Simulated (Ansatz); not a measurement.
**Geometry relaxation, with input and output: SnH₅OF**

SnH₅OF, computed with RKS B3LYP-D4/def2-SVP (Ansatz 0.2.0).

It belongs to a series of runs on one base structure; here: end point A relaxed. Figures and captions count atoms from 1; the log counts them from 0 in places.

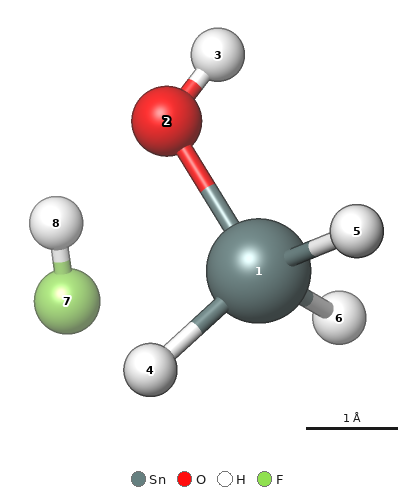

Figure 1. The structure as given in the input (ball-and-stick view, seen at a tilt; atoms are numbered from 1 in the order of the input). Sticks mark near contacts.

Summary:

| quantity | value |
| --- | --- |
| outcome | converged |
| total energy | −10675.0175 eV |
| mean-field energy | −10674.8346 eV |
| largest force (length of the vector) at the end | 0.029 eV/Å |
| hardware | 2 threads of Arm Neoverse V2, 24 GiB of memory available, shared host |
| wall time | 12 s (CPU time 22 s) |
| peak memory | 0.16 GiB |

Input:
```yaml
crystal:
  periodic: [false, false, false]
  atoms:
    - { symbol: Sn, position_ang: [-0.139366, 0.128889, -0.035948] }
    - { symbol: O, position_ang: [-0.076203, 0.078833, 1.948086] }
    - { symbol: H, position_ang: [-0.949494, 0.052984, 2.360118] }
    - { symbol: H, position_ang: [1.494619, 0.265688, -0.506364] }
    - { symbol: H, position_ang: [-1.029143, 1.555019, -0.444131] }
    - { symbol: H, position_ang: [-0.956998, -1.261935, -0.619084] }
    - { symbol: F, position_ang: [1.417831, -2.239747, 1.147831] }
    - { symbol: H, position_ang: [1.203354, -1.70433, 1.873792] }
basis:
  gaussian: { orbitals: def2-SVP }
hamiltonian:
  xc: b3lyp
  dispersion: d4
relax:
  f_tol: 0.03
  max_steps: 50
```

Launched with:
```bash
ansatz run input.yaml --threads 2 --pin off --max-ram 3072MiB --backend cpu --events-out ev --progress --plain --runs-dir out
```

Output:
```
The last accepted step is kept in [file] (removed where the run ends without a failure and the disk answers)
Engine: ansatz 0.2.0, aarch64-unknown-linux-gnu
Functional definition: B3LYP
  parameter a0 = 0.2
  parameter ax = 0.72
  parameter ac = 0.81
  exchange = (1 - a0 - ax)*slater_x + ax*b88_x + a0*exact_x
  correlation = (1 - ac)*vwn_rpa_c + ac*lyp_c
922 factors; integrals over basis functions are off by at most 3.5e-4 eV
mean field evaluation 1: about -10668.5367 eV, gradient 5.9e1 eV
mean field evaluation 2: about -10647.5704 eV, gradient 1.2e2 eV
mean field evaluation 4: about -10674.5044 eV, gradient 6.9e0 eV
mean field evaluation 8: about -10674.5902 eV, gradient 4.2e-2 eV
mean field -10674.59025143 eV, -392.2839562429 hartree, gradient 3.9e-5 eV, S^2 0.000000; 0 other end points of the search recorded, 0 dependent functions left out
the calculation of the forces begins
reference -10674.59049651 eV, -392.2839652496 hartree; 22, 22 occupied and 57, 57 virtual orbitals, 922 factors
relax step   1: F+E_penalty+E_count = -10674.76980099 eV  Δ(F+E_penalty+E_count) = +0.000e0 eV  max|allowed force component| = 7.864e-1 eV/Å  Δτ_max = 0.0000 Å  (24 SCF iters, accepted)
these checks for a lower state are left out or cut short: starts, cluster_reference, orbital_swaps, neighbouring_geometries, increment
922 factors; integrals over basis functions are off by at most 4.1e-4 eV
mean field evaluation 16: about -10674.7186 eV, gradient 2.6e-1 eV
mean field -10674.73396310 eV, -392.2892375492 hartree, gradient 5.9e-6 eV, S^2 0.000000; 0 other end points of the search recorded, 0 dependent functions left out
the calculation of the forces begins
reference -10674.73420595 eV, -392.2892464739 hartree; 22, 22 occupied and 57, 57 virtual orbitals, 922 factors
relax step   2: F+E_penalty+E_count = -10674.91486146 eV  Δ(F+E_penalty+E_count) = -1.451e-1 eV  max|allowed force component| = 4.927e-1 eV/Å  Δτ_max = 0.1950 Å  (28 SCF iters, accepted)
these checks for a lower state are left out or cut short: starts, cluster_reference, orbital_swaps, neighbouring_geometries, increment
922 factors; integrals over basis functions are off by at most 8.6e-4 eV
mean field -10674.81104713 eV, -392.2920703351 hartree, gradient 5.5e-6 eV, S^2 0.000000; 0 other end points of the search recorded, 0 dependent functions left out
the calculation of the forces begins
reference -10674.81128735 eV, -392.2920791632 hartree; 22, 22 occupied and 57, 57 virtual orbitals, 922 factors
relax step   3: F+E_penalty+E_count = -10674.99417767 eV  Δ(F+E_penalty+E_count) = -7.932e-2 eV  max|allowed force component| = 7.863e-1 eV/Å  Δτ_max = 0.1959 Å  (29 SCF iters, accepted)
these checks for a lower state are left out or cut short: starts, cluster_reference, orbital_swaps, neighbouring_geometries, increment
922 factors; integrals over basis functions are off by at most 9.5e-4 eV
mean field evaluation 32: about -10674.8063 eV, gradient 3.6e-5 eV
mean field -10674.80626567 eV, -392.2918946199 hartree, gradient 1.8e-5 eV, S^2 0.000000; 0 other end points of the search recorded, 0 dependent functions left out
the calculation of the forces begins
reference -10674.80650671 eV, -392.2919034778 hartree; 22, 22 occupied and 57, 57 virtual orbitals, 922 factors
relax step   4: F+E_penalty+E_count = -10674.98923383 eV  Δ(F+E_penalty+E_count) = +4.944e-3 eV  max|allowed force component| = 1.164e0 eV/Å  Δτ_max = 0.1176 Å  (28 SCF iters, rejected (line search))
these checks for a lower state are left out or cut short: starts, cluster_reference, orbital_swaps, neighbouring_geometries, increment
922 factors; integrals over basis functions are off by at most 8.6e-4 eV
mean field -10674.83322080 eV, -392.2928852025 hartree, gradient 1.7e-5 eV, S^2 0.000000; 0 other end points of the search recorded, 0 dependent functions left out
the calculation of the forces begins
reference -10674.83346145 eV, -392.2928940462 hartree; 22, 22 occupied and 57, 57 virtual orbitals, 922 factors
relax step   5: F+E_penalty+E_count = -10675.01630429 eV  Δ(F+E_penalty+E_count) = -2.213e-2 eV  max|allowed force component| = 4.878e-2 eV/Å  Δτ_max = 0.0572 Å  (27 SCF iters, accepted)
these checks for a lower state are left out or cut short: starts, cluster_reference, orbital_swaps, neighbouring_geometries, increment
922 factors; integrals over basis functions are off by at most 8.6e-4 eV
mean field -10674.83435424 eV, -392.2929268556 hartree, gradient 1.7e-5 eV, S^2 0.000000; 0 other end points of the search recorded, 0 dependent functions left out
the calculation of the forces begins
reference -10674.83459458 eV, -392.2929356880 hartree; 22, 22 occupied and 57, 57 virtual orbitals, 922 factors
relax step   6: F+E_penalty+E_count = -10675.01729103 eV  Δ(F+E_penalty+E_count) = -9.867e-4 eV  max|allowed force component| = 2.876e-2 eV/Å  Δτ_max = 0.0251 Å  (28 SCF iters, accepted)
922 factors; integrals over basis functions are off by at most 8.6e-4 eV
mean field evaluation 64: about -10674.8344 eV, gradient 4.0e-5 eV
```

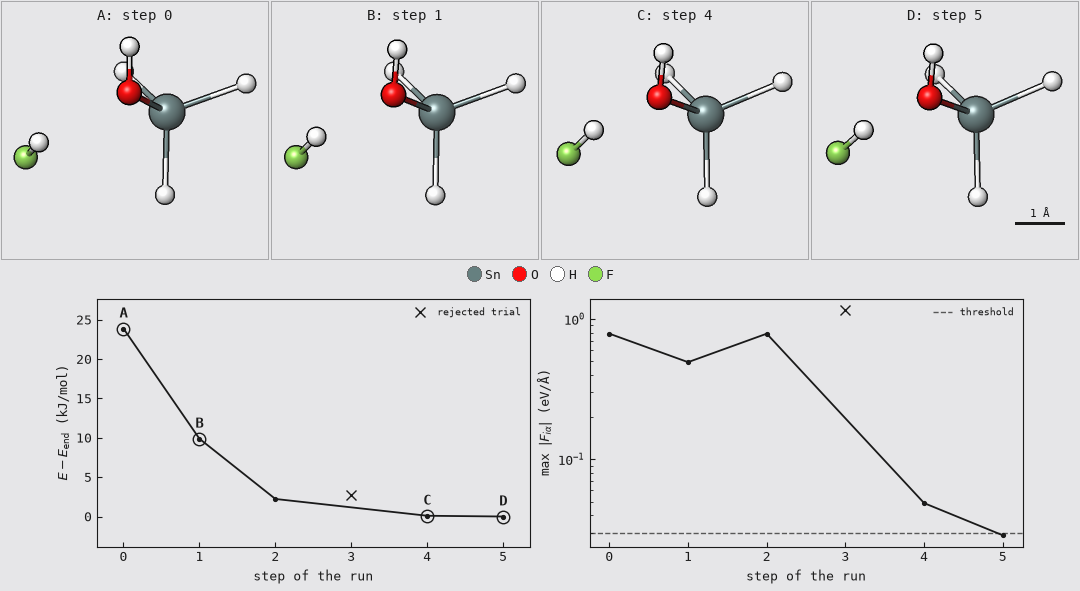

Figure 2. Frames of the relaxation (ball-and-stick view, seen at a tilt) above the curves, on which the letters mark them (the first geometry is step 0 here and step 1 in the log).

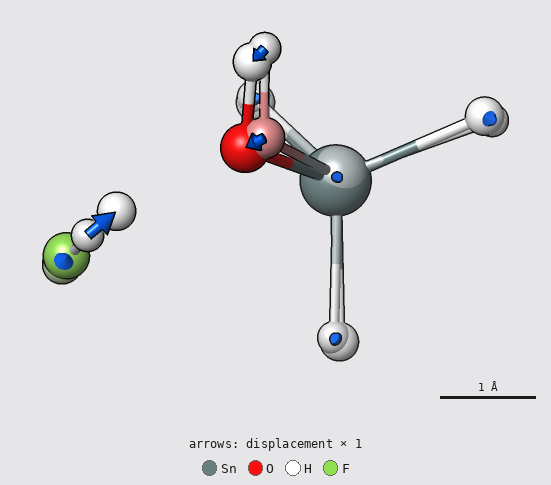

Figure 3. Start (faint) and end (solid) with the displacements as blue arrows, at true length (ball-and-stick view, seen at a tilt). The two geometries are laid on each other by the best rigid fit. H8 moves most after the best rigid fit: 0.40 Å. By element the largest moves are H 0.40 Å, O 0.24 Å, F 0.22 Å, Sn 0.09 Å. Among the contacts that change: Sn1–O2 1.986 → 2.043 Å, F7–H8 0.927 → 0.960 Å, Sn1–H5 1.730 → 1.725 Å. Among the angles that change: O2–Sn1–H5 105.8° → 103.8°. Over 5 geometry steps the energy falls by 23.9 kJ/mol. Largest force component: 0.79 eV/Å at the start, 0.029 eV/Å at the end. The line search rejected the trial step at point 3 (counted from 0) and went back. (Atoms are counted from 1 in the order of the input.)

```
mean field -10674.83435424 eV, -392.2929268556 hartree, gradient 1.7e-5 eV, S^2 0.000000; 1 other end points of the search recorded, 0 dependent functions left out
the calculation of the forces begins
reference -10674.83459458 eV, -392.2929356880 hartree; 22, 22 occupied and 57, 57 virtual orbitals, 922 factors
Total energy: -10675.01753137 eV, -392.2996584911 hartree
Atom 0 at    -0.100548     0.085759    -0.104637 Å, force    -0.019631     0.001432     0.017220 eV/Å
Atom 1 at     0.052915    -0.119348     1.922329 Å, force     0.002353     0.028762    -0.003445 eV/Å
Atom 2 at    -0.783355    -0.032986     2.400366 Å, force     0.018020    -0.009380    -0.011594 eV/Å
Atom 3 at     1.509405     0.286713    -0.619601 Å, force     0.005238     0.008241     0.002255 eV/Å
Atom 4 at    -1.036481     1.520749    -0.301977 Å, force     0.003498    -0.012401    -0.002166 eV/Å
Atom 5 at    -0.924225    -1.277682    -0.731571 Å, force     0.003643     0.001382    -0.001567 eV/Å
Atom 6 at     1.350921    -2.133515     1.327754 Å, force     0.000326     0.004142     0.011066 eV/Å
Atom 7 at     0.895968    -1.454288     1.831637 Å, force    -0.013447    -0.022177    -0.011770 eV/Å
Dipole moment:    -0.525041     0.414737    -0.150405 e Å
```

Trajectory as extended XYZ (Å, eV, eV/Å), 6 frames, from step=1 to step=6:
```
8
Properties=species:S:1:pos:R:3:forces:R:3 step=1 energy=-10674.76980
Sn   -0.1394    0.1289   -0.0359   -0.0931   0.1004  -0.7864
O    -0.0762    0.0788    1.9481    0.3211  -0.3546   0.6955
H    -0.9495    0.0530    2.3601   -0.0077  -0.0034   0.0226
H     1.4946    0.2657   -0.5064    0.0027   0.0056   0.0132
H    -1.0291    1.5550   -0.4441    0.0082  -0.0233   0.0044
H    -0.9570   -1.2619   -0.6191   -0.0022  -0.0116  -0.0180
F     1.4178   -2.2397    1.1478    0.0995  -0.1817  -0.2083
H     1.2034   -1.7043    1.8738   -0.3285   0.4688   0.2770
8
Properties=species:S:1:pos:R:3:forces:R:3 step=2 energy=-10674.91486
Sn   -0.1351    0.1171   -0.0600    0.0385   0.0026  -0.2934
O    -0.0125   -0.0353    1.9523    0.0197  -0.2473   0.1825
H    -0.8807    0.0248    2.3832    0.2228  -0.0654  -0.0274
H     1.5005    0.2707   -0.5141   -0.0125   0.0040  -0.0380
H    -1.0279    1.5501   -0.4328    0.0051  -0.0329   0.0987
H    -0.9609   -1.2666   -0.6458    0.0075   0.0114  -0.0250
F     1.4239   -2.2037    1.2086   -0.2642   0.4845   0.4927
H     1.0574   -1.5818    1.8329   -0.0170  -0.1568  -0.3900
8
Properties=species:S:1:pos:R:3:forces:R:3 step=3 energy=-10674.99418
Sn   -0.1145    0.0953   -0.0924    0.0770  -0.0381  -0.0472
O     0.0436   -0.1432    1.9307    0.7071   0.0443  -0.5190
H    -0.7855   -0.0342    2.3805   -0.7863   0.0485   0.5579
H     1.5122    0.2726   -0.5541    0.0018   0.0107  -0.0768
H    -1.0265    1.5381   -0.3675    0.0241  -0.0502   0.1041
H    -0.9604   -1.2710   -0.6785    0.0108  -0.0018  -0.0574
F     1.3916   -2.1206    1.2938   -0.2477   0.2975   0.2530
H     0.9042   -1.4615    1.8118    0.2131  -0.3109  -0.2146
8
Properties=species:S:1:pos:R:3:forces:R:3 step=4 energy=-10674.98923 accepted=F
Sn   -0.0872    0.0705   -0.1140   -0.0892   0.0633   0.1094
O     0.0527   -0.1351    1.9213   -1.1306   0.2314   0.5862
H    -0.8062   -0.0277    2.4139    1.1638  -0.1594  -0.7080
H     1.5148    0.2709   -0.6595   -0.0149   0.0069   0.0444
H    -1.0227    1.5159   -0.2521    0.0250  -0.0416  -0.0609
H    -0.9257   -1.2785   -0.7549    0.0140   0.0069   0.0150
F     1.3608   -2.1116    1.3435   -0.0199   0.0224  -0.0252
H     0.8781   -1.4289    1.8262    0.0516  -0.1300   0.0391
8
Properties=species:S:1:pos:R:3:forces:R:3 step=5 energy=-10675.01630
Sn   -0.1017    0.0831   -0.1007    0.0121  -0.0097   0.0098
O     0.0475   -0.1252    1.9274   -0.0262   0.0405  -0.0321
H    -0.7919   -0.0332    2.3992    0.0298  -0.0199   0.0026
H     1.5117    0.2777   -0.6079   -0.0041   0.0018  -0.0074
H    -1.0257    1.5221   -0.3126   -0.0116   0.0064   0.0136
H    -0.9392   -1.2749   -0.7214    0.0148  -0.0013  -0.0064
F     1.3684   -2.1198    1.3162   -0.0418   0.0311   0.0321
H     0.8954   -1.4544    1.8239    0.0271  -0.0488  -0.0121
8
Properties=species:S:1:pos:R:3:forces:R:3 step=6 energy=-10675.01729
Sn   -0.1005    0.0858   -0.1046   -0.0196   0.0014   0.0172
O     0.0529   -0.1193    1.9223    0.0024   0.0288  -0.0034
H    -0.7834   -0.0330    2.4004    0.0180  -0.0094  -0.0116
H     1.5094    0.2867   -0.6196    0.0052   0.0082   0.0023
H    -1.0365    1.5207   -0.3020    0.0035  -0.0124  -0.0022
H    -0.9242   -1.2777   -0.7316    0.0036   0.0014  -0.0016
F     1.3509   -2.1335    1.3278    0.0003   0.0041   0.0111
H     0.8960   -1.4543    1.8316   -0.0134  -0.0222  -0.0118
```
